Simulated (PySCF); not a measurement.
System: F2S2 (Thio-thionyl fluoride).

Input

```
{"job": {"kind": "nmr", "xc": "PBE0", "basis": "pcSseg-2"}, "charge": 0, "multiplicity": 1}
F      1.230534     0.649578    -0.420411
S      0.135568    -0.053911     0.520105
F     -0.977220     1.041405     0.141649
S     -0.350702    -1.662278    -0.274560
```

Command:

```sh
OMP_NUM_THREADS=1 python probes_run.py task.json out
```

Geometry: PBE0-D3(BJ)/def2-TZVP.

Level of theory: PySCF, PBE0/pcSseg-2, SCF density, gas phase, non-relativistic.

Q: What can the converged electron density and electron localisation function tell about the bonding?

A: S–F (1.61 Å): the density is about 1.5 e/Å³ at the midpoint, with its minimum of 1.4 e/Å³ about 0.7 Å from S; the ELF peaks at about 0.80 between the atoms, as expected for a polar covalent bond.
S–S (1.86 Å): the density is about 1.5 e/Å³ at the midpoint; the ELF peaks at about 0.85 between the atoms (localised, covalent bonding).

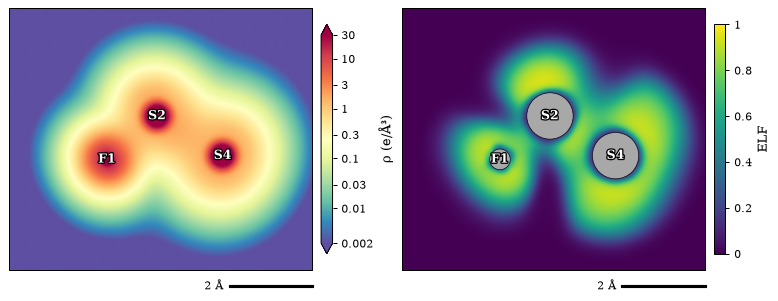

Computed electron density and electron localisation function on the plane of atoms F1, S2 and S4, in this order. Grey discs cover the atomic cores in the ELF map. 
